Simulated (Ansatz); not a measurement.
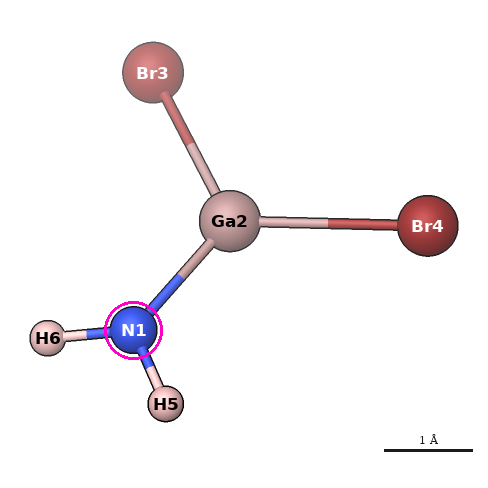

Orthographic view. Atoms fade into the background with distance from the viewer. The computed structure is the end point of a PBE-D4/def2-SVP optimisation. No frequency run is at hand to confirm it as a minimum.

### Name the neighbours of the circled atom.

The circled atom is N1; it is bonded to Ga2, H5, H6.

### Which atom is nearest the viewer?

H5, 0.9 Å in front of the mean position.

### Which atom is farthest from the viewer?

Br3, 1.5 Å behind the mean position.
